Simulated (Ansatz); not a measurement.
# C2H7FInO (SMILES C[CH2][In]([OH2+])[F]) (charge +1): what the fields show

Input file:

```
crystal:
  periodic: [false, false, false]
  atoms:
    - symbol: C
      position_ang: [-1.752729, -0.202773, -0.400086]
    - symbol: C
      position_ang: [-0.810549, 0.869787, -0.917888]
    - symbol: F
      position_ang: [2.140628, 1.235024, 1.865396]
    - symbol: In
      position_ang: [0.878719, 1.277960, 0.383305]
    - symbol: O
      position_ang: [2.330076, 2.883546, -0.339231]
    - symbol: H
      position_ang: [-1.268753, -1.192515, -0.295022]
    - symbol: H
      position_ang: [-2.567876, -0.318377, -1.147390]
    - symbol: H
      position_ang: [-2.231732, 0.066459, 0.560608]
    - symbol: H
      position_ang: [-1.273341, 1.873191, -1.014749]
    - symbol: H
      position_ang: [-0.307864, 0.611102, -1.872235]
    - symbol: H
      position_ang: [2.449506, 3.491226, -1.095384]
    - symbol: H
      position_ang: [3.069392, 3.021083, 0.290684]
basis:
  gaussian: {orbitals: def2-SVPD}
total_charge: 1
magnetization: {spin_polarized: false}
output: {forces: true, orbitals: {seedname: orbitals}}
hamiltonian: {xc: pbe0}
```

Launched as:

```sh
ansatz run input.yaml --threads 2 --pin off --max-ram 4350MiB --events-out events.jsonl --progress --plain --runs-dir runs
```

Geometry: PBE-D3(BJ)/def2-SVP; core potentials replace the inner electrons of In.

These are results of Ansatz 0.2.0, isolated molecule in a Gaussian basis; Kohn-Sham density functional theory, functional PBE0, not measurements.

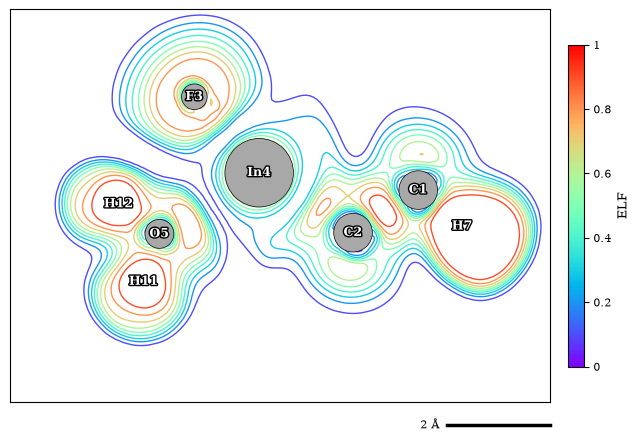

Figure 1. Electron localisation function on the plane of atoms C2, In4 and F3. Grey discs cover the atomic cores.

What does the map show?

The plane passes through C, F, In, O and H nuclei.
C–C (1.52 Å): the ELF peaks at about 0.95 between the atoms, as expected for localised, covalent bonding.
In–F (1.95 Å): the ELF peaks at about 0.80 in the valence shell of F, 0.5 Å from its nucleus, and drops to about 0.10 between the two atoms.
C–In (2.17 Å): the ELF peaks at about 0.80 in the valence shell of C, 0.8 Å from its nucleus, and drops to about 0.20 between the two atoms.
In–O (2.28 Å): the ELF peaks at about 0.90 in the valence shell of O, 0.6 Å from its nucleus, and drops to about 0.10 between the two atoms.
O–H (0.98 Å): the ELF climbs to about 1 towards the hydrogen, as it does in any bond to H: an ordinary covalent bond to hydrogen.
The ELF also peaks beside F3, away from the bonds: lone-pair regions.

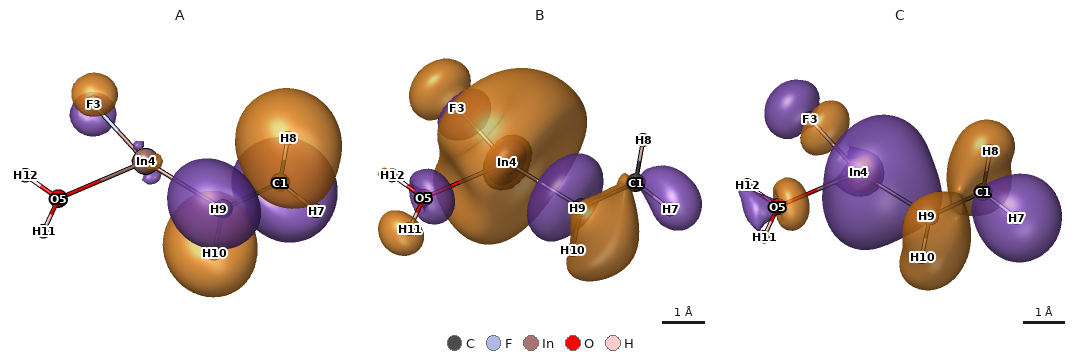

Figure 2. Three frontier orbitals at ±0.06 Å⁻³ᐟ² (orange and purple are the two phases), in no order.

Order the three orbitals by energy and name them.

A is the HOMO−1 (−14.68 eV). It lies mainly on C1 (about 35 %), C2 (about 15 %), H8 (about 15 %), H6 (about 15 %), H10 (about 5 %) and H9 (about 5 %). C is the HOMO (−13.44 eV). By Hirshfeld shares it lies mainly on In4 (about 25 %), C2 (about 25 %), C1 (about 15 %), H7 (about 10 %) and F3 (about 10 %). B is the LUMO (−6.82 eV). Its weight (Hirshfeld) is mainly on In4 (about 50 %), C2 (about 25 %) and F3 (about 10 %).

What is the HOMO–LUMO gap?

6.62 eV between the orbital energies.

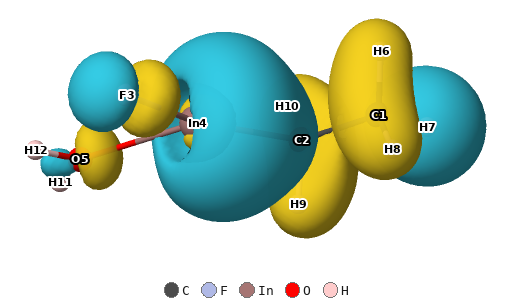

Figure 3. One frontier orbital at ±0.08 Å⁻³ᐟ² (yellow and cyan are the two phases), seen at an oblique angle.

Which orbital is it: HOMO or LUMO?

The HOMO, at −13.44 eV. By Hirshfeld shares it lies mainly on In4 (about 25 %), C2 (about 25 %), C1 (about 15 %), H7 (about 10 %) and F3 (about 10 %).
